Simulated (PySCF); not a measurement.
**What a change does: NMR shielding calculation on C₄H₁₃PSi₂**

System: C₄H₁₃PSi₂.
Method of run A: GIAO PBE0/pcSseg-1 NMR shielding, non-relativistic, IEF-PCM tetrahydrofuran (PySCF 2.14.0).

The geometry comes from this level: PBE0-D3(BJ)/def2-SVP. Text and figures count atoms from 1; the logs count them from 0 in places.

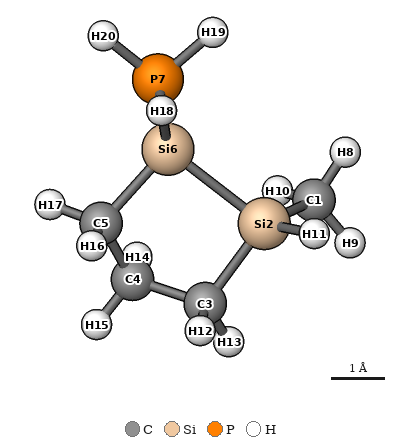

Fig. 1: The structure as given in the input (ball-and-stick view, seen at a tilt; atoms are numbered from 1 in the order of the input). Bond lengths as drawn: C–C 1.54 Å, C–H 1.10 to 1.11 Å, C–Si 1.89 to 1.91 Å, H–P 1.43 Å, H–Si 1.50 Å, P–Si 2.27 Å and Si–Si 2.35 Å.

Input, run A:
```
{"job": {"kind": "nmr", "xc": "PBE0", "basis": "pcSseg-1", "solvent": "tetrahydrofuran", "pop": false}, "charge": 0, "multiplicity": 1}
C     -1.276810    -2.500748    -0.572364
Si    -0.933575    -1.322377     0.858346
C     -1.933867     0.297289     0.713784
C     -1.119522     1.329320    -0.081093
C      0.285982     1.521088     0.506432
Si     1.112948    -0.195042     0.630535
P      1.925177    -0.719063    -1.424247
H     -0.647035    -3.401418    -0.504095
H     -2.330892    -2.819727    -0.573002
H     -1.062807    -2.010941    -1.535179
H     -1.180367    -2.014366     2.163178
H     -2.118159     0.676882     1.734485
H     -2.923224     0.126034     0.258332
H     -1.026258     0.994152    -1.130493
H     -1.653709     2.294307    -0.121871
H      0.218721     1.942529     1.525281
H      0.881933     2.229835    -0.091014
H      2.137331    -0.272121     1.718772
H      2.428250    -1.998302    -1.034424
H      3.185764    -0.063108    -1.266821
```

The first line tells a small driver script what to run in PySCF; the rest is the geometry in Å.

Command:
```bash
OMP_NUM_THREADS=1 python <driver script> task.json out
```

Hardware: 1 CPU thread, shared host.

Output (run A):
```
coarse grid: 17280 points
cycle   1  E = -1079.8943581669  dE =  3.044e-01  |g| = 4.621e-01  |ddm| = 3.952e+00
cycle   2  E = -1079.8699734469  dE =  2.438e-02  |g| = 5.502e-01  |ddm| = 9.257e-01
cycle   3  E = -1079.9512775914  dE = -8.130e-02  |g| = 3.893e-02  |ddm| = 5.485e-01
cycle   4  E = -1079.9515748042  dE = -2.972e-04  |g| = 2.037e-02  |ddm| = 6.372e-02
cycle   5  E = -1079.9516796890  dE = -1.049e-04  |g| = 4.119e-03  |ddm| = 2.460e-02
cycle   6  E = -1079.9516841496  dE = -4.461e-06  |g| = 1.056e-03  |ddm| = 5.436e-03
final grid: 150448 points
cycle   7  E = -1079.9925281687  dE = -3.013e-05  |g| = 8.126e-03  |ddm| = 3.308e-02
cycle   8  E = -1079.9925190056  dE =  9.163e-06  |g| = 1.004e-02  |ddm| = 1.746e-02
cycle   9  E = -1079.9925455823  dE = -2.658e-05  |g| = 5.394e-04  |ddm| = 9.594e-03
cycle  10  E = -1079.9925456439  dE = -6.161e-08  |g| = 1.914e-04  |ddm| = 8.476e-04
cycle  11  E = -1079.9925456530  dE = -9.172e-09  |g| = 4.580e-05  |ddm| = 2.216e-04
cycle  12  E = -1079.9925456535  dE = -4.886e-10  |g| = 1.386e-05  |ddm| = 6.445e-05
converged SCF energy = -1079.9925456535

GIAO shielding tensors (ppm)
atom      isotropic    diamagn.    paramagn.     s11        s22        s33       span
  0 C      192.553     253.297     -60.744    185.656    192.718    199.285     13.629
  1 Si     385.237     881.323    -496.087    347.157    390.036    418.517     71.360
  2 C      167.815     252.827     -85.012    158.257    163.126    182.061     23.804
  3 C      160.040     248.190     -88.150    140.639    169.477    170.005     29.366
  4 C      167.853     253.020     -85.168    157.820    160.135    185.603     27.783
  5 Si     393.282     881.929    -488.647    357.818    390.567    431.462     73.644
  6 P      603.711     967.927    -364.216    532.803    582.521    695.808    163.005
  7 H       31.242      29.159       2.083     26.329     28.626     38.771     12.442
  8 H       30.812      27.938       2.874     25.489     27.772     39.175     13.687
  9 H       30.973      31.788      -0.815     25.926     30.684     36.308     10.382
 10 H       27.212      29.814      -2.602     23.497     24.984     33.156      9.658
 11 H       30.741      30.850      -0.109     25.642     28.138     38.443     12.801
 12 H       30.123      30.240      -0.118     25.242     27.616     37.510     12.268
 13 H       29.986      32.073      -2.087     26.676     27.907     35.377      8.701
 14 H       29.076      29.955      -0.880     22.601     27.232     37.394     14.793
 15 H       30.631      31.526      -0.895     25.586     27.867     38.441     12.855
 16 H       30.029      31.406      -1.377     24.928     27.885     37.272     12.344
 17 H       26.820      30.356      -3.536     22.597     24.757     33.107     10.510
 18 H       29.642      29.271       0.371     23.896     27.305     37.725     13.829
 19 H       29.151      28.840       0.311     23.549     25.961     37.942     14.393
```

For run B the input was changed thus:
```diff
-"solvent": "tetrahydrofuran"
-"pop": false
+"solvent": "dimethylsulfoxide"
+"pop": true
```

How does run B compare with run A?

The total energy of run B is 0.38 kcal/mol lower: the change of the electrostatic solvation energy at this fixed geometry, without cavity or dispersion terms. The dipole moment goes from 0.84 to 0.89 D. Of all shieldings, the largest change is that of P7, by +0.8 ppm. The number of SCF iterations is the same.

Output (run B):
```
coarse grid: 17280 points
cycle   1  E = -1079.8952747043  dE =  3.036e-01  |g| = 4.609e-01  |ddm| = 3.952e+00
cycle   2  E = -1079.8721531698  dE =  2.312e-02  |g| = 5.455e-01  |ddm| = 9.172e-01
cycle   3  E = -1079.9519160012  dE = -7.976e-02  |g| = 3.778e-02  |ddm| = 5.359e-01
cycle   4  E = -1079.9521939338  dE = -2.779e-04  |g| = 1.995e-02  |ddm| = 6.215e-02
cycle   5  E = -1079.9522945344  dE = -1.006e-04  |g| = 4.020e-03  |ddm| = 2.387e-02
cycle   6  E = -1079.9522987335  dE = -4.199e-06  |g| = 1.063e-03  |ddm| = 5.301e-03
final grid: 150448 points
cycle   7  E = -1079.9931404355  dE = -3.024e-05  |g| = 8.110e-03  |ddm| = 3.308e-02
cycle   8  E = -1079.9931316399  dE =  8.796e-06  |g| = 9.965e-03  |ddm| = 1.731e-02
cycle   9  E = -1079.9931577864  dE = -2.615e-05  |g| = 5.282e-04  |ddm| = 9.421e-03
cycle  10  E = -1079.9931578445  dE = -5.809e-08  |g| = 1.859e-04  |ddm| = 8.151e-04
cycle  11  E = -1079.9931578531  dE = -8.566e-09  |g| = 4.622e-05  |ddm| = 2.144e-04
cycle  12  E = -1079.9931578536  dE = -5.127e-10  |g| = 1.361e-05  |ddm| = 6.466e-05
converged SCF energy = -1079.9931578536

GIAO shielding tensors (ppm)
atom      isotropic    diamagn.    paramagn.     s11        s22        s33       span
  0 C      192.649     253.340     -60.691    185.800    192.849    199.297     13.497
  1 Si     385.057     881.320    -496.263    346.840    389.792    418.539     71.699
  2 C      167.908     252.852     -84.945    158.313    163.242    182.168     23.854
  3 C      160.097     248.233     -88.135    140.729    169.488    170.075     29.347
  4 C      167.914     253.064     -85.150    157.851    160.296    185.595     27.744
  5 Si     392.859     881.926    -489.067    357.220    390.213    431.143     73.923
  6 P      604.540     968.023    -363.483    533.337    584.163    696.118    162.781
  7 H       31.223      29.149       2.073     26.310     28.595     38.763     12.453
  8 H       30.798      27.928       2.869     25.469     27.754     39.170     13.701
  9 H       30.994      31.831      -0.837     25.948     30.707     36.328     10.380
 10 H       27.237      29.849      -2.612     23.523     25.015     33.173      9.650
 11 H       30.721      30.831      -0.109     25.617     28.113     38.433     12.816
 12 H       30.113      30.230      -0.117     25.225     27.605     37.509     12.284
 13 H       29.998      32.104      -2.106     26.689     27.920     35.385      8.695
 14 H       29.074      29.958      -0.884     22.602     27.228     37.392     14.790
 15 H       30.607      31.505      -0.898     25.555     27.837     38.428     12.874
 16 H       30.017      31.399      -1.382     24.914     27.870     37.268     12.354
 17 H       26.831      30.373      -3.542     22.610     24.769     33.115     10.505
 18 H       29.591      29.254       0.338     23.834     27.221     37.719     13.886
 19 H       29.111      28.830       0.280     23.494     25.895     37.943     14.449
```

The two runs side by side:

```csv
quantity,run A,run B
outcome,converged,converged
total energy (hartree),−1079.992546,−1079.993158
HOMO (eV),−7.09,−7.08
LUMO (eV),0.16,0.17
dipole moment (D),0.84,0.89
shielding of C1 (ppm),192.6,192.6
shielding of Si2 (ppm),385.2,385.1
shielding of C3 (ppm),167.8,167.9
shielding of C4 (ppm),160.0,160.1
shielding of C5 (ppm),167.9,167.9
shielding of Si6 (ppm),393.3,392.9
shielding of P7 (ppm),603.7,604.5
SCF iterations,12,12
basis functions,205,205
wall time (shared host),100 s,1.9 min
```
